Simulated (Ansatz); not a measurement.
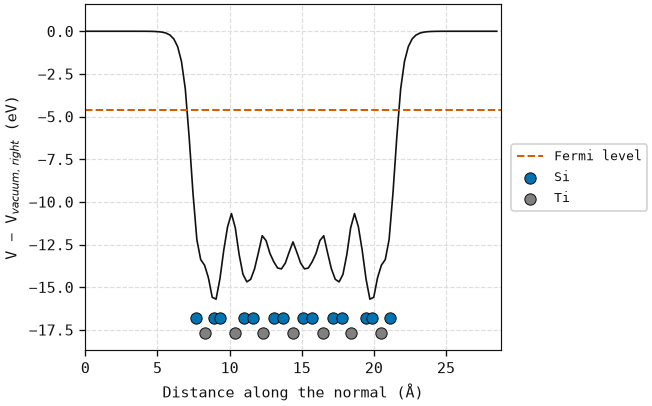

Plane-averaged electrostatic potential energy of an electron across the slab; circles at the bottom mark the heights of the atoms (positions after relaxation).

Input of the run:

```
crystal:
  lattice:
    - [4.7806857146, 0.0, 0.0]
    - [-2.3903428573, 4.2581108944, 0.0]
    - [0.0, 0.0, 28.7857585846]
  atoms:
    - { symbol: Si, position: [0.0, 0.0, 0.2605455047] }
    - { symbol: Ti, position: [0.5, 0.5, 0.2855196094] }
    - { symbol: Si, position: [0.5, 0.0, 0.3104937141] }
    - { symbol: Si, position: [0.0, 0.5, 0.3320389683] }
    - { symbol: Ti, position: [0.0, 0.0, 0.357013073] }
    - { symbol: Si, position: [0.5, 0.5, 0.3819871776] }
    - { symbol: Si, position: [0.5, 0.0, 0.4035324318] }
    - { symbol: Ti, position: [0.0, 0.5, 0.4285065365] }
    - { symbol: Si, position: [0.0, 0.0, 0.4534806412] }
    - { symbol: Si, position: [0.5, 0.5, 0.4750258953] }
    - { symbol: Ti, position: [0.5, 0.0, 0.5] }
    - { symbol: Si, position: [0.0, 0.5, 0.5249741047] }
    - { symbol: Si, position: [0.0, 0.0, 0.5465193588] }
    - { symbol: Ti, position: [0.5, 0.5, 0.5714934635] }
    - { symbol: Si, position: [0.5, 0.0, 0.5964675682] }
    - { symbol: Si, position: [0.0, 0.5, 0.6180128224] }
    - { symbol: Ti, position: [0.0, 0.0, 0.642986927] }
    - { symbol: Si, position: [0.5, 0.5, 0.6679610317] }
    - { symbol: Si, position: [0.5, 0.0, 0.6895062859] }
    - { symbol: Ti, position: [0.0, 0.5, 0.7144803906] }
    - { symbol: Si, position: [0.0, 0.0, 0.7394544953] }
basis:
  ecutwfc: 500
kpoints:
  mp_grid: { grid: [8, 8, 1] }
hamiltonian:
  xc: r2scan
scf:
  occupations: { method: gaussian, width: 0.1 }
output:
  forces: true
  eigenvalues: true
  write_density: true
  write_potential: true
  elf: true
  volumetric_format: npy
relax:
  adjacent_minimum: "off"
  f_tol: 0.02
  max_steps: 60
efield:
  axis: 3
  dipole_correction: true
  ramp_width: 0.04
```

Run as:
```bash
ansatz run input.yaml --threads 2 --pin off --max-ram 5120MiB --backend cpu --events-out ev --progress --plain --runs-dir out
```

Question: Read off the work function of each face.

Answer: The work function is 4.64 eV, the same on both faces. The two vacuum levels agree, so the slab has no net dipole along its normal.

Question: How thick are slab and vacuum?

Answer: The outermost atoms are 13.4 Å apart, which leaves 15.4 Å of vacuum in a cell 28.8 Å high.
